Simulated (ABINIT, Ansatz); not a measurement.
## ZrZnF6 (Fm-3m): G0W0 on several meshes in ABINIT

How does the mesh move the gap of ZrZnF6 (Fm-3m)?

Program: ABINIT 10.8.3. Level of theory: PBEsol and many-body steps on it, plane waves. Results are calculated unless marked as measured.

## 1. Set-up

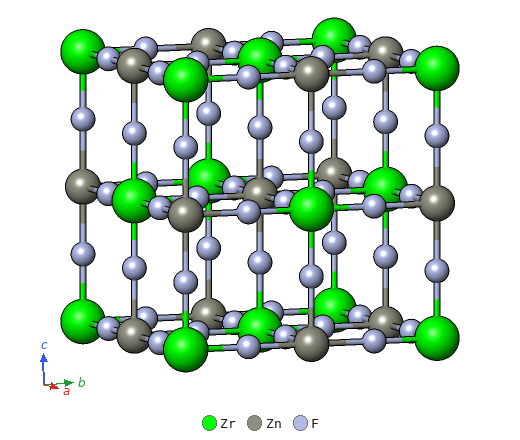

The starting structure, seen slightly off an axis (zirconium green, zinc grey, fluorine light blue). This picture shows the conventional cell, with its axes. Some periodic images of atoms are drawn too.

The cell and positions are those that the Materials Project relaxed with its own functionals (PBE, PBE+U or r2SCAN), kept fixed.

## 2. Empty states on the mesh, 2×2×2 mesh, 273 bands

This step: ABINIT 10.8.3; DFT, PBEsol, plane waves, norm-conserving pseudopotentials.

The sums over transitions need many empty states on a uniform mesh; this step solves for them.

The input, run.abi:

```
acell 3*1.0 Angstrom
rprim 
  -0.000000000000 4.028896100000 4.028896100000
  4.028896100000 -0.000000000000 4.028896100000
  4.028896100000 4.028896100000 -0.000000000000
ntypat 3
znucl 40 30 9
natom 8
typat 1 2 3 3 3 3 3 3
xred 
  0.000000000000 0.000000000000 0.000000000000
  0.500000000000 0.500000000000 0.500000000000
  0.750139860000 0.249860140000 0.249860140000
  0.249860140000 0.750139860000 0.750139860000
  0.249860140000 0.750139860000 0.249860140000
  0.750139860000 0.249860140000 0.750139860000
  0.249860140000 0.249860140000 0.750139860000
  0.750139860000 0.750139860000 0.249860140000
pp_dirpath "pseudos"
pseudos "Zr.upf, Zn.upf, F.upf"
ecut 38
ngkpt 2 2 2
nshiftk 1
shiftk 0 0 0
kptopt 1
chksymbreak 0
iscf -2
irdden 1
istwfk *1
nband 273
nbdbuf 24
tolwfr 1e-09
nstep 60
prtvol 0
indata_prefix "in"
outdata_prefix "out"
tmpdata_prefix "tmp"
```

On the command line:

```console
OMP_NUM_THREADS=1 mpirun -n 4 abinit run.abi > log
```

Numbers of over 12 decimals in the logs are rounded to 6 here.

Log:

```text
.Version 10.8.3 of ABINIT. v10.8.2 released Aug 2026.

 Symmetries : space group Fm -3 m (#225); Bravais cF (face-center cubic)
[... echo of the input left out ...]
== DATASET  1 ==================================================================
-   mpi_nproc: 4, omp_nthreads: 1 (-1 if OMP is not activated)
-    --> not optimal distribution: autoparal keyword recommended in input file <--

--- !DatasetInfo
iteration_state: {dtset: 1, }
dimensions: {natom: 8, nkpt: 3, mband: 273, nsppol: 1, nspinor: 1, nspden: 1, mpw: 9922, }
cutoff_energies: {ecut:  38.0, pawecutdg:  -1.0, }
[...]
2.93430    2.93430    2.95011    2.95011    2.95012    2.95754    2.96212    2.96226
   2.97001    2.97003    2.97014    2.97432    2.97469    2.97983    2.99307    2.99580
   2.99778
 prteigrs : prtvol=0 or 1, do not print more k-points.

== END DATASET(S) ==============================================================
================================================================================

 -outvars: echo values of variables after computation  --------
            nband         273
             nkpt           3
          spgroup         225
 [... the other variables as echoed above ...]

 Calculation completed.
```

Run time: 2.5 min. Hardware: 4 MPI ranks of Arm Neoverse V2, shared host; peak memory 0.46 GiB.

This step gave:

| Item | Value |
| --- | --- |
| gap | 6.313 eV |
| k of the valence top | 0.5, 0, 0 |
| k of the conduction bottom | 0.5, 0, 0 |
| least direct gap | 6.313 eV |
| k points computed | 3 |
| lowest point of the top converged band, above the valence top | 79.3675 eV |

On this mesh the gap is 6.313 eV.

The density comes from a self-consistent run that is not shown.

## 3. Screening, 2×2×2 mesh, 123 bands, screening to 114.3 eV

The RPA dielectric matrix is built and inverted for each q.

This step: RPA screening on PBEsol, plane waves, norm-conserving pseudopotentials.

run.abi: that of step 2 with these lines changed.

```diff
@@ -26,10 +26,11 @@
 chksymbreak 0
-iscf -2
-irdden 1
 istwfk *1
-nband 273
-nbdbuf 24
-tolwfr 1e-09
-nstep 60
-prtvol 0
+occopt 1
+irdwfk 1
+optdriver 3
+nband 123
+ecuteps 4.2
+inclvkb 2
+awtr 1
+symchi 1
 indata_prefix "in"
```

Log:

```text
.Version 10.8.3 of ABINIT. v10.8.2 released Aug 2026.

 Symmetries : space group Fm -3 m (#225); Bravais cF (face-center cubic)
[... echo of the input left out ...]
== DATASET  1 ==================================================================
-   mpi_nproc: 4, omp_nthreads: 1 (-1 if OMP is not activated)

--- !DatasetInfo
iteration_state: {dtset: 1, }
dimensions: {natom: 8, nkpt: 3, mband: 123, nsppol: 1, nspinor: 1, nspden: 1, mpw: 9922, }
cutoff_energies: {ecut:  38.0, pawecutdg:  -1.0, }
electrons: {nelect:   7.40000000E+01, charge:   0.00000000E+00, occopt:   1.00000000E+00, tsmear:   1.00000000E-02, }

 SCREENING: Calculation of the susceptibility and dielectric matrices

 Based on a program developped by R.W. Godby, V. Olevano, G. Onida, and L. Reining.
 Incorporated in ABINIT by V. Olevano, G.-M. Rignanese, and M. Torrent.
.Using double precision arithmetic ; gwpc =  8

[... cell and pseudopotentials left out ...]
--------------------------------------------------------------------------------

 ==== K-mesh for the wavefunctions ====
 Number of points in the irreducible wedge :     3
[... list of points left out ...]
 Together with 48 symmetry operations and time-reversal symmetry
 yields     8 points in the full Brillouin Zone.

 ==== Q-mesh for the screening function ====
 Number of points in the irreducible wedge :     3
[... list of points left out ...]
 Together with 48 symmetry operations and time-reversal symmetry
 yields     8 points in the full Brillouin Zone.

 setmesh: FFT mesh size selected  =    40x   40x   40
          total number of points  =        64000

 vcoul_init : cutoff-mode = AUXILIARY_FUNCTION
 q-points for optical limit:   1
     1)      0.000010    0.000020    0.000030

- screening: taking advantage of time-reversal symmetry
- Maximum band index for partially occupied states nbvw = 37
- Remaining bands to be divided among processors   nbcw = 86
- Number of bands treated by each node ~21

 Number of electrons calculated from density =   74.0000; Expected =   74.0000
 average of density, n =  0.083839
 r_s =    1.4174
 omega_plasma =   27.9305 [eV]

 calculating chi0 at frequencies [eV] :
  1    0.000000E+00    0.000000E+00
  2    0.000000E+00    2.793052E+01

--------------------------------------------------------------------------------
  q-point number  1        q = ( 0.000000, 0.000000, 0.000000) [r.l.u.]
--------------------------------------------------------------------------------
[... chi0 elements left out ...]
 For q-point:  0.000010 0.000020 0.000030
  dielectric constant =   2.1577
  dielectric constant without local fields =   2.3176

  Average fulfillment of the sum rule on Im[epsilon] for q-point    1 :     33.82  [%]
[... wings left out ...]
  q-point number  2        q = ( 0.500000, 0.000000, 0.000000) [r.l.u.]
--------------------------------------------------------------------------------
[... chi0 elements left out ...]
  Average fulfillment of the sum rule on Im[epsilon] for q-point    2 :     38.88  [%]

 [... 1 further q-points ...]
```

The job ended after 33 s (4 MPI ranks; peak memory 1.6 GiB; 2.2 min of CPU time).

This step gave:

| Quantity | Value |
| --- | --- |
| ε∞ with local fields, on this mesh, along the program's q direction | 2.158 |
| the same without local fields | 2.318 |
| plasma frequency | 27.93 eV |
| plane waves in the screening matrix | 339 |

Local fields lower ε∞ by 7 %. On a Γ-centred mesh this coarse the value itself is usually too large, while a short band sum pulls it down.

## 4. 2×2×2

The self-energy is evaluated for the states that the input lists, and the levels follow from it, in one-shot runs by the linearised quasiparticle equation.

This step: G0W0 on PBEsol, plane waves, norm-conserving pseudopotentials.

run.abi: that of step 3 with these lines changed.

```diff
@@ -29,8 +29,17 @@
 irdwfk 1
-optdriver 3
+optdriver 4
 nband 123
+gwcalctyp 0
+ecutsigx 38
+symsigma 1
+nkptgw 2
+kptgw 
+  0.5000000000 0.0000000000 0.0000000000
+  0.0000000000 0.0000000000 0.0000000000
+bdgw 
+  36 40
+  35 40
 ecuteps 4.2
-inclvkb 2
-awtr 1
-symchi 1
+irdscr 1
+ppmodel 1
 indata_prefix "in"
```

Log:

```text
.Version 10.8.3 of ABINIT. v10.8.2 released Aug 2026.

 Symmetries : space group Fm -3 m (#225); Bravais cF (face-center cubic)
[... echo of the input left out ...]
== DATASET  1 ==================================================================
-   mpi_nproc: 4, omp_nthreads: 1 (-1 if OMP is not activated)

--- !DatasetInfo
iteration_state: {dtset: 1, }
dimensions: {natom: 8, nkpt: 3, mband: 123, nsppol: 1, nspinor: 1, nspden: 1, mpw: 9922, }
cutoff_energies: {ecut:  38.0, pawecutdg:  -1.0, }
electrons: {nelect:   7.40000000E+01, charge:   0.00000000E+00, occopt:   1.00000000E+00, tsmear:   1.00000000E-02, }

 SIGMA: Calculation of the GW corrections

 Based on a program developped by R.W. Godby, V. Olevano, G. Onida, and L. Reining.
 Incorporated in ABINIT by V. Olevano, G.-M. Rignanese, and M. Torrent.
.Using double precision arithmetic ; gwpc =  8

[... cell and pseudopotentials left out ...]
--------------------------------------------------------------------------------

 ==== K-mesh for the wavefunctions ====
 Number of points in the irreducible wedge :     3
[... list of points left out ...]
 Together with 48 symmetry operations and time-reversal symmetry
 yields     8 points in the full Brillouin Zone.

 ==== Q-mesh for screening function ====
 Number of points in the irreducible wedge :     3
[... list of points left out ...]
 Together with 48 symmetry operations and time-reversal symmetry
 yields     8 points in the full Brillouin Zone.

 vcoul_init : cutoff-mode = AUXILIARY_FUNCTION
 q-points for optical limit:   1
     1)      0.000010    0.000020    0.000030
 setmesh: FFT mesh size selected  =    60x   60x   60
          total number of points  =       216000

 Number of electrons calculated from density =   74.0000; Expected =   74.0000
 average of density, n =  0.083839
 r_s =    1.4174
 omega_plasma =   27.9305 [eV]

 === KS Band Gaps ===
  >>>> For spin  1
   Minimum direct gap =   6.3132 [eV], located at k-point      :   0.5000  0.0000  0.0000
   Fundamental gap    =   6.3132 [eV], Top of valence bands at :   0.5000  0.0000  0.0000
                                       Bottom of conduction at :   0.5000  0.0000  0.0000
 SIGMA fundamental parameters:
 PLASMON POLE MODEL  1
 number of plane-waves for SigmaX                 9841
 number of plane-waves for SigmaC and W            339
 number of plane-waves for wavefunctions          9841
 number of bands                                   123
 number of independent spin polarizations            1
 number of spinorial components                      1
 number of k-points in IBZ                           3
 number of q-points in IBZ                           3
 number of symmetry operations                      48
 number of k-points in BZ                            8
 number of q-points in BZ                            8
 number of frequencies for dSigma/dE                 9
 frequency step for dSigma/dE [eV]                0.25
 number of omega for Sigma on real axis              0
 max omega for Sigma on real axis  [eV]           0.00
 zcut for avoiding poles [eV]                     0.10

 EPSILON^-1 parameters (SCR file):
 dimension of the eps^-1 matrix on file            339
 dimension of the eps^-1 matrix used               339
 number of plane-waves for wavefunctions          9841
 number of bands                                   123
 number of q-points in IBZ                           3
 number of frequencies                               2
 number of real frequencies                          1
 number of imag frequencies                          1

 matrix elements of self-energy operator (all in [eV])

 Perturbative Calculation

--- !SelfEnergy_ee
iteration_state: {dtset: 1, }
kpoint     : [   0.500,    0.000,    0.000, ]
spin       : 1
KS_gap     :    6.313
QP_gap     :   11.149
Delta_QP_KS:    4.836
data: !SigmaeeData |
     Band     E0 <VxcDFT>   SigX SigC(E0)      Z dSigC/dE  Sig(E)    E-E0       E
       36  -1.574 -28.751 -36.306   5.228   0.816  -0.225 -30.651  -1.900  -3.474
       37  -1.574 -28.751 -36.306   5.228   0.816  -0.225 -30.651  -1.900  -3.474
       38   4.739 -16.345  -9.898  -2.943   0.838  -0.194 -13.410   2.935   7.675
       39   4.840 -16.761 -10.298  -2.903   0.834  -0.199 -13.793   2.969   7.809
       40   4.840 -16.761 -10.298  -2.903   0.834  -0.199 -13.793   2.969   7.809

--- !SelfEnergy_ee
iteration_state: {dtset: 1, }
kpoint     : [   0.000,    0.000,    0.000, ]
spin       : 1
KS_gap     :    6.958
QP_gap     :   11.480
Delta_QP_KS:    4.522
data: !SigmaeeData |
     Band     E0 <VxcDFT>   SigX SigC(E0)      Z dSigC/dE  Sig(E)    E-E0       E
       35  -2.188 -22.782 -30.159   5.403   0.798  -0.254 -24.356  -1.574  -3.762
       36  -2.188 -22.782 -30.159   5.403   0.798  -0.254 -24.356  -1.574  -3.762
       37  -2.188 -22.782 -30.159   5.403   0.798  -0.254 -24.356  -1.574  -3.762
       38   4.770 -16.623 -10.168  -2.926   0.835  -0.197 -13.676   2.948   7.718
       39   4.770 -16.623 -10.168  -2.926   0.835  -0.197 -13.676   2.948   7.718
       40   4.770 -16.623 -10.168  -2.926   0.835  -0.197 -13.676   2.948   7.718

== END DATASET(S) ==============================================================
================================================================================

 -outvars: echo values of variables after computation  --------
           etotal      0.0000000000E+00
            nband         123
             nkpt           3
          spgroup         225
 [... the other variables as echoed above ...]

 Calculation completed.
```

Elapsed: 10 s, on 4 MPI ranks; peak memory 1.2 GiB; 41 s of CPU time.

Numbers from this step:

```
G0W0 gap on the points computed              : 11.15 eV
starting gap on the mesh                     : 6.313 eV
k of the valence top                         : 0.5, 0, 0
k of the conduction bottom                   : 0.5, 0, 0
Z at the valence top                         : 0.816
Z at the conduction bottom                   : 0.838
least direct G0W0 gap on the computed points : 11.15 eV
```

The gap on the mesh goes from 6.31 eV to 11.15 eV, a correction of +4.84 eV.

## 5. Empty states on the mesh, 4×4×4 mesh, 135 bands

This step: DFT, PBEsol, plane waves, norm-conserving pseudopotentials.

run.abi: that of step 4 with these lines changed.

```diff
@@ -21,3 +21,3 @@
 ecut 38
-ngkpt 2 2 2
+ngkpt 4 4 4
 nshiftk 1
@@ -26,20 +26,10 @@
 chksymbreak 0
+iscf -2
+irdden 1
 istwfk *1
-occopt 1
-irdwfk 1
-optdriver 4
-nband 123
-gwcalctyp 0
-ecutsigx 38
-symsigma 1
-nkptgw 2
-kptgw 
-  0.5000000000 0.0000000000 0.0000000000
-  0.0000000000 0.0000000000 0.0000000000
-bdgw 
-  36 40
-  35 40
-ecuteps 4.2
-irdscr 1
-ppmodel 1
+nband 135
+nbdbuf 12
+tolwfr 1e-09
+nstep 60
+prtvol 0
 indata_prefix "in"
```

Log:

```text
.Version 10.8.3 of ABINIT. v10.8.2 released Aug 2026.

 Symmetries : space group Fm -3 m (#225); Bravais cF (face-center cubic)
[... echo of the input left out ...]
== DATASET  1 ==================================================================
-   mpi_nproc: 4, omp_nthreads: 1 (-1 if OMP is not activated)

--- !DatasetInfo
iteration_state: {dtset: 1, }
dimensions: {natom: 8, nkpt: 8, mband: 135, nsppol: 1, nspinor: 1, nspden: 1, mpw: 9922, }
cutoff_energies: {ecut:  38.0, pawecutdg:  -1.0, }
[...]
1.46579    1.47196    1.47196    1.47196    1.47237    1.53089    1.53089    1.54873
   1.54873    1.54873    1.57905    1.57905    1.59176    1.59176    1.59176    1.69588
   1.69588    1.69589    1.70637    1.70638    1.70638    1.77716    1.79153
 prteigrs : prtvol=0 or 1, do not print more k-points.

== END DATASET(S) ==============================================================
================================================================================

 -outvars: echo values of variables after computation  --------
            nband         135
             nkpt           8
          spgroup         225
 [... the other variables as echoed above ...]

 Calculation completed.
```

Wall time 83 s (4 MPI ranks); peak memory 0.57 GiB.

Numbers from this step:

```
gap                                                           : 6.313 eV
k of the valence top                                          : 0.5, 0, 0
k of the conduction bottom                                    : 0.5, 0, 0
least direct gap                                              : 6.313 eV
k points computed                                             : 8
lowest point of the top converged band, above the valence top : 43.59 eV
```

On this mesh the gap is 6.313 eV.

## 6. Screening, 4×4×4 mesh, 123 bands, screening to 114.3 eV

This step: RPA screening on PBEsol, plane waves, norm-conserving pseudopotentials.

run.abi: that of step 5 with these lines changed.

```diff
@@ -26,10 +26,11 @@
 chksymbreak 0
-iscf -2
-irdden 1
 istwfk *1
-nband 135
-nbdbuf 12
-tolwfr 1e-09
-nstep 60
-prtvol 0
+occopt 1
+irdwfk 1
+optdriver 3
+nband 123
+ecuteps 4.2
+inclvkb 2
+awtr 1
+symchi 1
 indata_prefix "in"
```

Log:

```text
.Version 10.8.3 of ABINIT. v10.8.2 released Aug 2026.

 Symmetries : space group Fm -3 m (#225); Bravais cF (face-center cubic)
[... echo of the input left out ...]
== DATASET  1 ==================================================================
-   mpi_nproc: 4, omp_nthreads: 1 (-1 if OMP is not activated)

--- !DatasetInfo
iteration_state: {dtset: 1, }
dimensions: {natom: 8, nkpt: 8, mband: 123, nsppol: 1, nspinor: 1, nspden: 1, mpw: 9922, }
cutoff_energies: {ecut:  38.0, pawecutdg:  -1.0, }
electrons: {nelect:   7.40000000E+01, charge:   0.00000000E+00, occopt:   1.00000000E+00, tsmear:   1.00000000E-02, }

 SCREENING: Calculation of the susceptibility and dielectric matrices

 Based on a program developped by R.W. Godby, V. Olevano, G. Onida, and L. Reining.
 Incorporated in ABINIT by V. Olevano, G.-M. Rignanese, and M. Torrent.
.Using double precision arithmetic ; gwpc =  8

[... cell and pseudopotentials left out ...]
--------------------------------------------------------------------------------

 ==== K-mesh for the wavefunctions ====
 Number of points in the irreducible wedge :     8
[... list of points left out ...]
 Together with 48 symmetry operations and time-reversal symmetry
 yields    64 points in the full Brillouin Zone.

 ==== Q-mesh for the screening function ====
 Number of points in the irreducible wedge :     8
[... list of points left out ...]
 Together with 48 symmetry operations and time-reversal symmetry
 yields    64 points in the full Brillouin Zone.

 setmesh: FFT mesh size selected  =    40x   40x   40
          total number of points  =        64000

 vcoul_init : cutoff-mode = AUXILIARY_FUNCTION
 q-points for optical limit:   1
     1)      0.000010    0.000020    0.000030

- screening: taking advantage of time-reversal symmetry
- Maximum band index for partially occupied states nbvw = 37
- Remaining bands to be divided among processors   nbcw = 86
- Number of bands treated by each node ~21

 Number of electrons calculated from density =   74.0000; Expected =   74.0000
 average of density, n =  0.083839
 r_s =    1.4174
 omega_plasma =   27.9305 [eV]

 calculating chi0 at frequencies [eV] :
  1    0.000000E+00    0.000000E+00
  2    0.000000E+00    2.793052E+01

--------------------------------------------------------------------------------
  q-point number  1        q = ( 0.000000, 0.000000, 0.000000) [r.l.u.]
--------------------------------------------------------------------------------
[... chi0 elements left out ...]
 For q-point:  0.000010 0.000020 0.000030
  dielectric constant =   2.1335
  dielectric constant without local fields =   2.2939

  Average fulfillment of the sum rule on Im[epsilon] for q-point    1 :     33.75  [%]
[... wings left out ...]
  q-point number  2        q = ( 0.250000, 0.000000, 0.000000) [r.l.u.]
--------------------------------------------------------------------------------
[... chi0 elements left out ...]
  Average fulfillment of the sum rule on Im[epsilon] for q-point    2 :     42.70  [%]

 [... 6 further q-points ...]
```

Run time: 3.6 min. Hardware: 4 MPI ranks; peak memory 2.9 GiB; 14 min of CPU time.

Numbers from this step:

```
ε∞ with local fields, on this mesh, along the program's q direction : 2.134
the same without local fields                                       : 2.294
plasma frequency                                                    : 27.93 eV
plane waves in the screening matrix                                 : 339
```

[end of part 1 of 2]

[Paths, hosts, dates, memory and timing lines, banners, echoed tables and standing remarks are left out of the program output.]

[Logs are printed without paths, hosts, clocks, repeated set-up lines and the standing remarks that a program may print on its own settings, such as how far it seeks lower states.]

[Runs of the session that timed out or met a known fault of the program may be left out.]

[Hosts, paths, dates, database ids (printed as entryN), source tags and the programs' standing remarks are cut or masked in the printed files.]

[G0W0 gaps are taken among the corrected bands and points alone; a level outside them can change the order at an edge.]

[Where Ansatz stands beside ABINIT at settings called matched, ABINIT's density can come from a denser mesh and the files from another edition; pairs whose starting gaps differed by over 0.03 eV were left out, so agreement reads better than it is.]
